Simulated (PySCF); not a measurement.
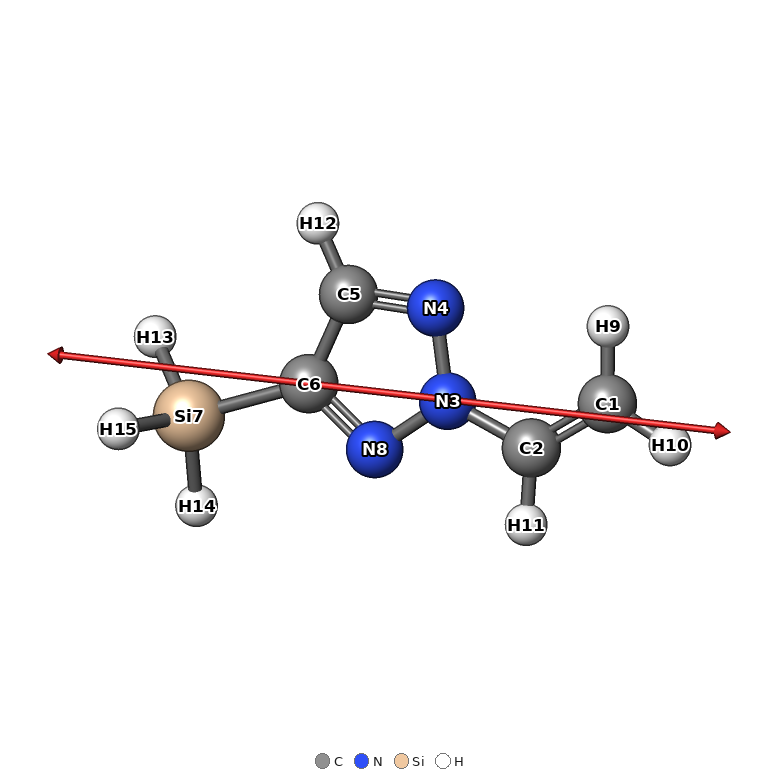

The double arrow shows the direction of the transition dipole to excited singlet state 1 (its length means nothing). The computed structure is the end point of a PBE0-D3(BJ)/def2-SVP optimisation. No frequency run is at hand to confirm it as a minimum. Level of theory: TDDFT ωB97X-D/def2-SVPD, vertical, gas phase, core orbitals frozen in the response (PySCF 2.14.0).

How is the transition polarised?

Nearly parallel to the N4–C5 bond.

Where does the transition lie, and how strong is it?

5.36 eV (231 nm), oscillator strength 0.52, mainly HOMO → LUMO (weight 0.96); transition dipole 5.08 D.
